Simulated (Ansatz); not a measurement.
**Fields on a plane of SrCl2 (fluorite)**

```
SrCl2
1.0
    0.00000     3.49721     3.49721
    3.49721     0.00000     3.49721
    3.49721     3.49721     0.00000
Sr Cl
1 2
Direct
  0.00000   0.00000   0.00000
  0.75000   0.75000   0.75000
  0.25000   0.25000   0.25000
```

The slice is a {100} plane (indices of the conventional cell) through the point (0.750, 0.750, 0.750) (fractional), spanned by u = [100] and v = [0 1 -1] in vectors of this cell: u (4.95 Å) and v (4.95 Å, at 90° to u). It covers one period; positions are fractions (u, v).

Atoms on it: Cl at (0.00, 0.00); Cl at (0.50, 0.50).

All values below come from r2SCAN (plane waves to 500 eV, PAW, scalar-relativistic; Ansatz, an electronic-structure program). k mesh 8×8×8. Near the nuclei the fields are pseudised (PAW); where an atom keeps semicore shells as valence, they peak there. SrCl2 was relaxed with its symmetry unable to fall.

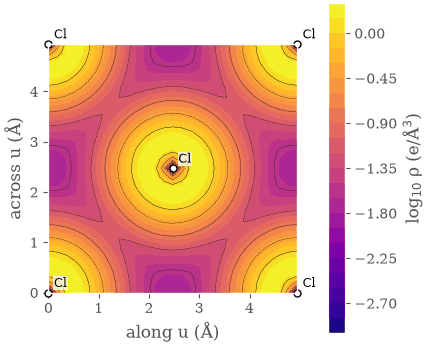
Figure. Log₁₀ of the valence density in e/Å³, one period of the plane, atoms marked. The scale is logarithmic, as a density can span decades between atoms and voids; values under 0.001 e/Å³ are set to 0.001.

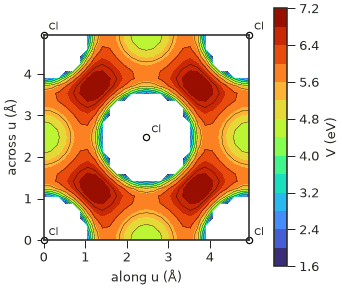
Fig. 1. Electrostatic potential energy of an electron, from the cell's mean, in eV, one period of the plane, atoms marked. Points within 1 Å of a nucleus are left white, as the pseudised field means little there. The zero, the cell's mean, hangs on the PAW cores.
